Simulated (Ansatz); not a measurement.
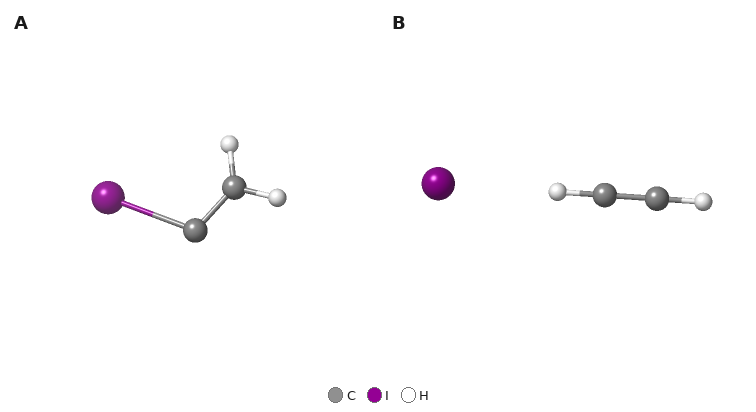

2 stationary structures of one formula. Charge −1, singlet. Geometries: PBE0-D4/def2-TZVPD. Electronic energies: RHF-CCSD(T) (frozen core)/def2-TZVPPD (Ansatz 0.2.0), without zero-point energy. No frequency run is at hand to confirm each as a minimum.

**Which is lowest in energy, and by how much?**

B is lowest (C∞v); A lies 149.1 kJ/mol above it (Cs).

Give E(B) − E(A) in kJ/mol at these levels too: RHF-CCSD(T) (frozen core)/def2-TZVPPD; PBE-D4/def2-TZVPPD; PBE0-D4/def2-TZVPD; ωB97M-V/def2-TZVPPD; r2SCAN-D4/def2-TZVPPD; PBE0-D4/def2-TZVPPD; B3LYP-D4/def2-TZVPPD.

```json
{"level": "RHF-CCSD(T) (frozen core)/def2-TZVPPD", "E(B) − E(A) (kJ/mol)": "−149.1"}
{"level": "PBE-D4/def2-TZVPPD", "E(B) − E(A) (kJ/mol)": "−122.3"}
{"level": "PBE0-D4/def2-TZVPD", "E(B) − E(A) (kJ/mol)": "−134.7"}
{"level": "ωB97M-V/def2-TZVPPD", "E(B) − E(A) (kJ/mol)": "−149.9"}
{"level": "r2SCAN-D4/def2-TZVPPD", "E(B) − E(A) (kJ/mol)": "−133.2"}
{"level": "PBE0-D4/def2-TZVPPD", "E(B) − E(A) (kJ/mol)": "−135.0"}
{"level": "B3LYP-D4/def2-TZVPPD", "E(B) − E(A) (kJ/mol)": "−143.9"}
```
